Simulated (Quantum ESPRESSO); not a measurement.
# Fe: spin-resolved density of states

Where do the states of the two spins of Fe lie?

Main program and level: Quantum ESPRESSO 7.5; PBE; plane waves with GBRV 1.5 PBE potentials, no spin-orbit coupling.

The database entry behind the starting cell differs from later determinations by our own check (an axis about 0.7 % long against later determinations), so it need not match the best structure at ambient conditions.

**1. Starting point**

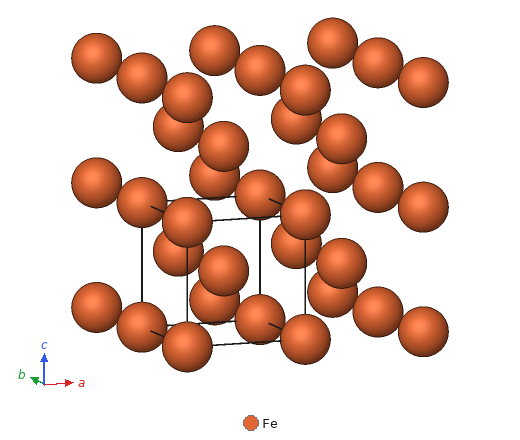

The cell as given, slightly off an axis (iron orange). 2×2×2 cells are drawn. This picture shows the conventional cell, with its axes. Some periodic images of atoms are drawn too.

Coordinates:

```cif
data_structure
_symmetry_space_group_name_H-M 'Im-3m'
_symmetry_Int_Tables_number 229
_cell_length_a 2.8860
_cell_length_b 2.8860
_cell_length_c 2.8860
_cell_angle_alpha 90.000
_cell_angle_beta 90.000
_cell_angle_gamma 90.000
_cell_volume 24.04
loop_
_atom_site_label
_atom_site_type_symbol
_atom_site_symmetry_multiplicity
_atom_site_Wyckoff_symbol
_atom_site_fract_x
_atom_site_fract_y
_atom_site_fract_z
_atom_site_occupancy
Fe1 Fe 2 a 0.00000 0.00000 0.00000 1
```

The cell comes from the Crystallography Open Database.

**2. Ground-state run**

This state came out lowest in a comparison of starts that is told elsewhere.

Input file pw.in:

```
&CONTROL
  calculation = 'scf'
  prefix = 'pwscf'
  outdir = './tmp'
  pseudo_dir = './pseudo'
  disk_io = 'low'
  tprnfor = .true.
  tstress = .true.
/
&SYSTEM
  ibrav = 0
  celldm(1) = 8
  nat = 1
  ntyp = 1
  ecutwfc = 40
  ecutrho = 280
  nbnd = 19
  occupations = 'smearing'
  smearing = 'fd'
  degauss = 0.0110248
  nspin = 2
  starting_magnetization(1) = 0.175
/
&ELECTRONS
  conv_thr = 2d-09
  electron_maxstep = 150
  mixing_beta = 0.3
/
ATOMIC_SPECIES
Fe     55.8450 fe_pbe_v1.5.uspp.F.UPF
CELL_PARAMETERS alat
  -0.3408593497294    0.3408593497294    0.3408593497294
   0.3408593497294   -0.3408593497294    0.3408593497294
   0.3408593497294    0.3408593497294   -0.3408593497294
ATOMIC_POSITIONS crystal
Fe      0.0000000000    0.0000000000    0.0000000000
K_POINTS automatic
22 22 22 0 0 0
```

Run with:

```sh
> OMP_NUM_THREADS=1 mpirun -n 2 pw.x -nk 2 -in pw.in > pw.out
```

Output:

```text
Program PWSCF v.7.5 starts

     Message from routine setup:
     using ibrav=0 with symmetry is DISCOURAGED, use correct ibrav instead

     K-points division:     npool     =       2
     Subspace diagonalization in iterative solution of the eigenvalue problem:

     bravais-lattice index     =            0
     lattice parameter (alat)  =       8.0000  a.u.
     unit-cell volume          =      81.1065 (a.u.)^3
     number of atoms/cell      =            1
     number of atomic types    =            1
     number of electrons       =        16.00
     number of Kohn-Sham states=           19
     kinetic-energy cutoff     =      40.0000  Ry
     charge density cutoff     =     280.0000  Ry
     scf convergence threshold =      2.0E-09
     mixing beta               =       0.3000
     number of iterations used =            8  plain     mixing
     Exchange-correlation=  SLA  PW   PBX  PBC
                           (   1   4   3   4   0   0   0)

     celldm(1)=   8.000000  celldm(2)=   0.000000  celldm(3)=   0.000000
     celldm(4)=   0.000000  celldm(5)=   0.000000  celldm(6)=   0.000000

     crystal axes: (cart. coord. in units of alat)
               a(1) = (  -0.340859   0.340859   0.340859 )
               a(2) = (   0.340859  -0.340859   0.340859 )
               a(3) = (   0.340859   0.340859  -0.340859 )

     reciprocal axes: (cart. coord. in units 2 pi/alat)
               b(1) = (  0.000000  1.466881  1.466881 )
               b(2) = (  1.466881  0.000000  1.466881 )
               b(3) = (  1.466881  1.466881  0.000000 )

     PseudoPot. # 1 for Fe read from file:
     fe_pbe_v1.5.uspp.F.UPF
     Pseudo is Ultrasoft + core correction, Zval = 16.0

     atomic species   valence    mass     pseudopotential
     Fe               16.00    55.84500     Fe( 1.00)

     Starting magnetic structure
     atomic species   magnetization
     Fe              0.175

     48 Sym. Ops., with inversion, found

   Cartesian axes

     site n.     atom                  positions (alat units)
         1        Fe     tau(   1) = (   0.0000000   0.0000000   0.0000000  )

     number of k points=   328  Fermi-Dirac smearing, width (Ry)=  0.0110

     Number of k-points >= 100: set verbosity='high' to print them.

     Dense  grid:     6459 G-vectors     FFT dimensions: (  25,  25,  25)

     Smooth grid:     2779 G-vectors     FFT dimensions: (  20,  20,  20)

     Check: negative core charge=   -0.000065
     Generating pointlists ...
     new r_m :   0.2435 (alat units)  1.9483 (a.u.) for type    1

     Initial potential from superposition of free atoms

     starting charge      15.0000, renormalised to      16.0000
     Starting wfcs are   13 randomized atomic wfcs +    6 random wfcs

     Self-consistent Calculation

     iteration #  1     ecut=    40.00 Ry     beta= 0.30
     Davidson diagonalization with overlap
     ethr =  1.00E-02,  avg # of iterations =  5.1

     total energy              =    -249.84074555 Ry
     estimated scf accuracy    <       2.43119297 Ry

     total magnetization       =     1.96 Bohr mag/cell
     absolute magnetization    =     1.97 Bohr mag/cell

     iteration #  2     ecut=    40.00 Ry     beta= 0.30
     Davidson diagonalization with overlap
     ethr =  1.00E-02,  avg # of iterations =  1.7

     total energy              =    -250.33309375 Ry
     estimated scf accuracy    <       0.06305306 Ry

     total magnetization       =     2.48 Bohr mag/cell
     absolute magnetization    =     2.51 Bohr mag/cell

     [... further iterations left out ...]

     iteration # 10     ecut=    40.00 Ry     beta= 0.30
     Davidson diagonalization with overlap
     ethr =  5.31E-09,  avg # of iterations =  1.0

     total energy              =    -250.34833543 Ry
     estimated scf accuracy    <       0.00000002 Ry

     total magnetization       =     2.36 Bohr mag/cell
     absolute magnetization    =     2.50 Bohr mag/cell

     iteration # 11     ecut=    40.00 Ry     beta= 0.30
     Davidson diagonalization with overlap
     ethr =  1.00E-10,  avg # of iterations =  1.7

     Magnetic moment per site  (integrated on atomic sphere of radius R)
     atom   1 (R=0.244)  charge= 14.4325  magn=  2.4196

     End of self-consistent calculation

     Number of k-points >= 100: set verbosity='high' to print the bands.

     the Fermi energy is    17.0159 ev

!    total energy              =    -250.34833547 Ry
     estimated scf accuracy    <          1.8E-09 Ry
     smearing contrib. (-TS)   =      -0.00555222 Ry
     internal energy E=F+TS    =    -250.34278325 Ry

     The total energy is F=E-TS. E is the sum of the following terms:
     one-electron contribution =    -118.54915075 Ry
     hartree contribution      =      68.23743321 Ry
     xc contribution           =     -29.20478431 Ry
     ewald contribution        =    -170.82628139 Ry

     total magnetization       =     2.36 Bohr mag/cell
     absolute magnetization    =     2.50 Bohr mag/cell

     convergence has been achieved in  11 iterations

     Forces acting on atoms (cartesian axes, Ry/au):

     atom    1 type  1   force =     0.00000000    0.00000000    0.00000000

     Total force =     0.000000     Total SCF correction =     0.000000

     Computing stress (Cartesian axis) and pressure

          total   stress  (Ry/bohr**3)                   (kbar)     P=      -71.71
  -0.00048744   0.00000000   0.00000000          -71.71        0.00        0.00
   0.00000000  -0.00048744   0.00000000            0.00      -71.71        0.00
   0.00000000   0.00000000  -0.00048744            0.00        0.00      -71.71

=------------------------------------------------------------------------------=
   JOB DONE.
=------------------------------------------------------------------------------=
```

Wall time 25 s (2 MPI ranks of Arm Neoverse V1, shared host); peak memory 0.18 GiB; 49 s of CPU time.

Spin moment in the atom's sphere by atom:

| atom | spin moment in the atom's sphere (μB) |
| --- | --- |
| Fe1 | 2.42 |

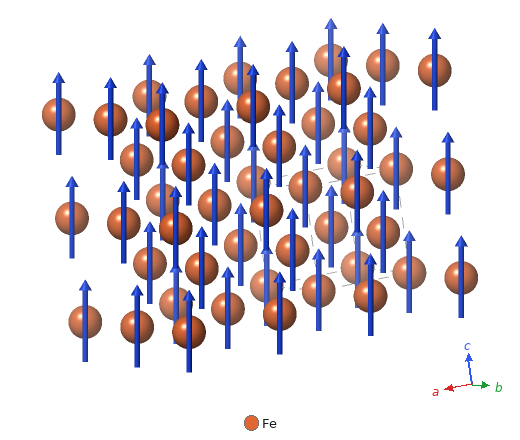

Spin moment in the atom's sphere as arrows, the longest 2.42 μB. Up and down stand for the sign. Arrows give size and sign along the axis of quantisation, drawn up and down the page. 3×2×2 conventional cells are drawn. Some periodic images of atoms are drawn too.

This step gave:

```yaml
smearing_term_ts: 0.07554 eV
pressure: -7.170 GPa
magnetization: 2.36 μB
absolute_magnetization: 2.498 μB
final_state: ferromagnetic
```

**3. Projected density of states**

Input file projwfc.in:

```
&PROJWFC
  prefix = 'pwscf'
  outdir = './tmp'
  filpdos = 'pdos'
  ngauss = 0
  degauss = 0.01
  DeltaE = 0.05
  Emin = 8.02
  Emax = 22.02
/
```

Run with:

```sh
> OMP_NUM_THREADS=1 mpirun -n 2 projwfc.x -nk 2 -in projwfc.in > projwfc.out
```

Output:

```text
[banner, memory and clock lines left out]
Program PROJWFC v.7.5 starts

     [... lines left out ...]
     IMPORTANT: XC functional enforced from input :
     Exchange-correlation= PBE
                           (   1   4   3   4   0   0   0)
     Any further DFT definition will be discarded
     Please, verify this is what you really want

     G-vector sticks info

     Check: negative core charge=   -0.000065

     Gaussian broadening (read from input): ngauss,degauss=   0    0.010000

     Calling projwave ....

  Problem Sizes
  natomwfc =           13
  nbnd     =           19
  nkstot   =          656
  npwx     =          370
  nkb      =           18

     Atomic states used for projection
     (read from pseudopotential files):

     state #   1: atom   1 (Fe ), wfc  1 (l=0 m= 1)
     state #   2: atom   1 (Fe ), wfc  2 (l=1 m= 1)
     state #   3: atom   1 (Fe ), wfc  2 (l=1 m= 2)
     state #   4: atom   1 (Fe ), wfc  2 (l=1 m= 3)
     state #   5: atom   1 (Fe ), wfc  3 (l=2 m= 1)
     state #   6: atom   1 (Fe ), wfc  3 (l=2 m= 2)
     state #   7: atom   1 (Fe ), wfc  3 (l=2 m= 3)
     state #   8: atom   1 (Fe ), wfc  3 (l=2 m= 4)
     state #   9: atom   1 (Fe ), wfc  3 (l=2 m= 5)
     state #  10: atom   1 (Fe ), wfc  4 (l=0 m= 1)
     state #  11: atom   1 (Fe ), wfc  5 (l=1 m= 1)
     state #  12: atom   1 (Fe ), wfc  5 (l=1 m= 2)
     state #  13: atom   1 (Fe ), wfc  5 (l=1 m= 3)

 [... projections of the bands left out ...]

Lowdin Charges:

     Atom #   1: total charge =  15.9346, s =  2.4061, p =  7.1798, d =  6.3487,
                 spin up      =   9.1538, s =  1.1924,
                 spin up      =   9.1538, p =  3.5203, pz=  1.1734, px=  1.1734, py=  1.1734,
                 spin up      =   9.1538, d =  4.4411, dz2=  0.9229, dxz=  0.8651, dyz=  0.8651, dx2-y2=  0.9229, dxy=  0.8651,
                 spin down    =   6.7808, s =  1.2136,
                 spin down    =   6.7808, p =  3.6595, pz=  1.2198, px=  1.2198, py=  1.2198,
                 spin down    =   6.7808, d =  1.9076, dz2=  0.2766, dxz=  0.4515, dyz=  0.4515, dx2-y2=  0.2766, dxy=  0.4515,
                 polarization =   2.3730, s = -0.0212, p = -0.1392, d =  2.5335,
     Spilling Parameter:   0.0041
```

Elapsed: 2.1 s, on 2 MPI ranks; peak memory 0.12 GiB; 5.1 s of CPU time.

The density of states has structure finer than the step of the table below, so its rows give means over 1 eV, whole bins alone (the curve runs from -9.00 to 5.05 eV). Peaks (eV: height): up -4.0: 0.977, -3.2: 1.59, -2.5: 1.57, -1.0: 2.52; down -2.4: 0.623, -1.2: 1.35, 2.0: 2.5; Fe1 d up -4.0: 0.744, -3.2: 1.45, -2.5: 1.37, -1.0: 2.48; Fe1 d down -1.2: 1.11, 2.0: 2.46.

Gaussian broadening of 0.136 eV on the SCF mesh. Table of density of states by energy, zero at the Fermi level; means over each step; values in states/eV/cell:

| energy (eV) | up | down | Fe1 d up | Fe1 d down |
| --- | --- | --- | --- | --- |
| -8 | 0.0158 | 0.0107 | 2.7e-5 | 0 |
| -7 | 0.0450 | 0.0401 | 7.4e-4 | 2.6e-4 |
| -6 | 0.0780 | 0.0611 | 0.00600 | 0.00165 |
| -5 | 0.240 | 0.0917 | 0.106 | 0.00725 |
| -4 | 0.725 | 0.152 | 0.548 | 0.0340 |
| -3 | 1.26 | 0.368 | 1.13 | 0.191 |
| -2 | 0.753 | 0.512 | 0.664 | 0.376 |
| -1 | 1.71 | 1.24 | 1.66 | 1.01 |
| 0 | 0.517 | 0.504 | 0.469 | 0.422 |
| 1 | 0.145 | 0.745 | 0.0805 | 0.719 |
| 2 | 0.137 | 1.50 | 0.0609 | 1.47 |
| 3 | 0.123 | 0.285 | 0.0445 | 0.241 |
| 4 | 0.100 | 0.178 | 0.0298 | 0.114 |

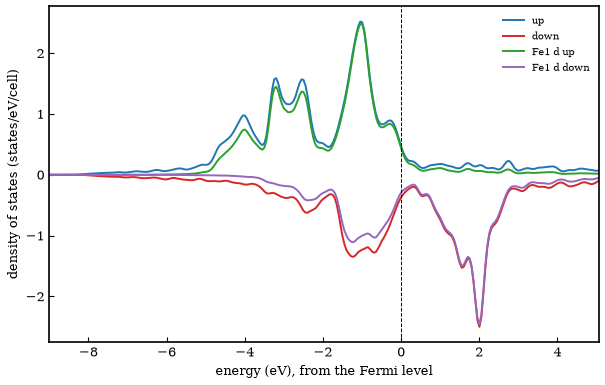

Density of states against energy. Down spins are drawn negative.

**4. What came out**

| Property | Result |
| --- | --- |
| state | ferromagnetic |
| largest moment in a sphere | 2.42 μB |

What this shows: The most distinct maxima of the density of states (up) lie at -4.05, -3.20, -2.55 and -1.05 eV, the highest at -1.05 eV. These are Kohn–Sham states without spin–orbit coupling, on the mesh of the self-consistent run. Energies are free energies at an electronic temperature of 1740 K, which lowers moments and differences where the moments are itinerant.

[Logs and program files are shortened in this print: banners, set-up blocks, solver, clock and traceback lines can be left out without a mark of their own.]

[Logs are printed without paths, hosts, clocks, repeated set-up lines and the standing remarks that a program may print on its own settings, such as how far it seeks lower states.]

[Hosts, paths, dates, database ids (printed as entryN), source tags and the programs' standing remarks are cut or masked in the printed files.]

[Where a cell is said to come from a database of computed structures, the database is the Materials Project.]
